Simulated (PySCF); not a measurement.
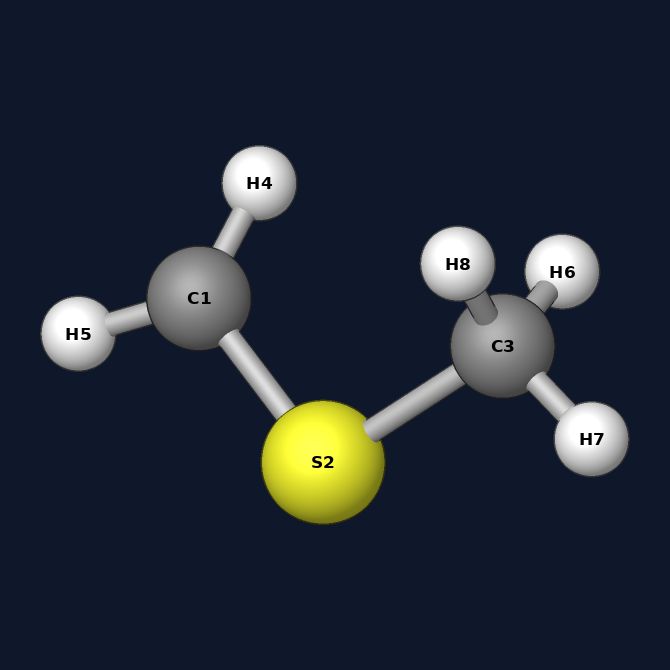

The questions are on Mulliken spin populations. The species is neutral and a spin doublet. The geometry was computed by an optimisation with GFN2-xTB. No frequency run is at hand to confirm it as a minimum. Method: UKS B3LYP, pcH-1 on C H S, non-relativistic (PySCF 2.14.0).

List the Mulliken spin populations.

| atom | value (e) |
| --- | --- |
| C1 | 0.84 |
| S2 | 0.20 |
| C3 | 0.00 |
| H4 | −0.03 |
| H5 | −0.03 |
| H6 | 0.01 |
| H7 | 0.00 |
| H8 | 0.01 |

Mulliken values depend strongly on the basis set.
